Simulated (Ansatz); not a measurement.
```cif
data_structure
_symmetry_space_group_name_H-M 'P 1'
_symmetry_Int_Tables_number 1
_cell_length_a 3.4754
_cell_length_b 3.4754
_cell_length_c 3.4754
_cell_angle_alpha 90.000
_cell_angle_beta 90.000
_cell_angle_gamma 90.000
_cell_volume 41.98
loop_
_atom_site_label
_atom_site_type_symbol
_atom_site_fract_x
_atom_site_fract_y
_atom_site_fract_z
_atom_site_occupancy
Gd1 Gd 0.00000 0.00000 0.00000 1
Re1 Re 0.50000 0.50000 0.50000 1
```

Space group Pm-3m; started from the CsCl prototype, which need not be the ambient phase; Hubbard U of 6 eV on Gd f only.

These are results of Ansatz, DFT PBE+U, spin-orbit coupling, plane waves, PAW, not measurements.

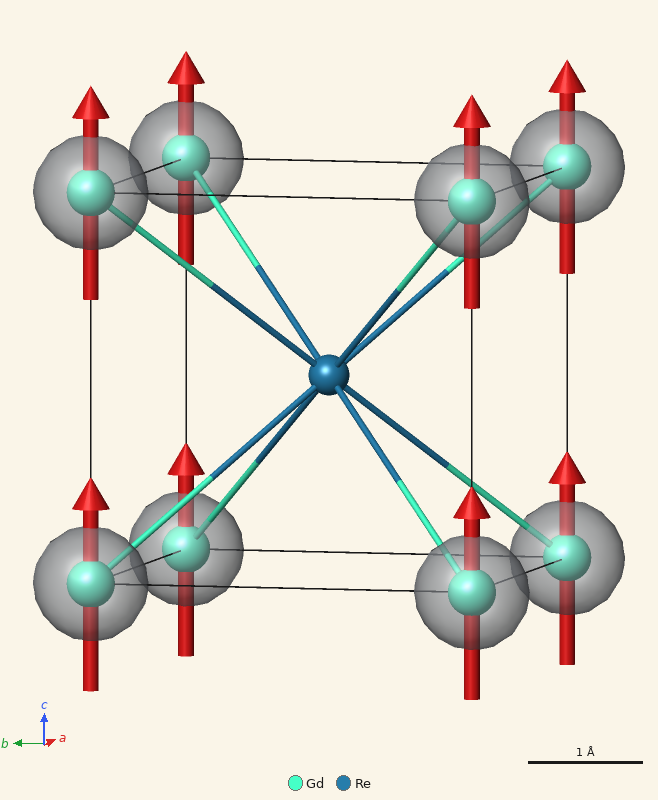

GdRe. Isosurface of the size of the magnetisation density at 4 e/Å³ (grey), with the spin moments of the magnetic sites as arrows; seen at an oblique angle.

### How are the spin moments arranged, and how large are they?

Spin moments: Gd 6.7 μB. There is one magnetic site in the cell, along [0 0 1] of the cell.
